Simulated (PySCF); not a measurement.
B(Vi)(OMe)(NH2), SMILES O(B(N)C=C)C, PBE0/def2-SVP optimised geometry. Atoms within 1.6 Å of the plane z = 0.0 Å (x, y, z in Å): B1 (-0.46, 0.14, 0.00), C2 (1.11, 0.14, 0.00), C3 (1.84, -0.98, 0.00), H4 (1.65, 1.10, 0.00), H5 (2.93, -0.98, 0.00), H6 (1.35, -1.96, 0.00), O7 (-1.09, -1.08, 0.00), C8 (-2.48, -1.19, 0.00), H9 (-2.93, -0.72, -0.90), H10 (-2.75, -2.25, 0.00), H11 (-2.93, -0.72, 0.89), N12 (-1.17, 1.36, 0.00), H13 (-0.71, 2.25, 0.00), H14 (-2.18, 1.43, 0.00).

Computed with PBE0/def2-TZVP in PySCF. Cells within 0.4 Å of a nucleus heavier than hydrogen are left out (blank, or x).

Map of the log10 of the electron density (e/bohr³), floored at −4 on the plane z = 0.0 Å:

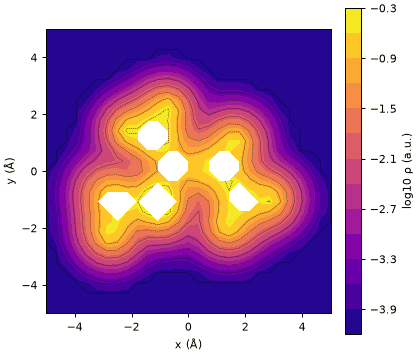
Log10 of the electron density (e/bohr³), floored at −4 on the plane z = 0.0 Å.
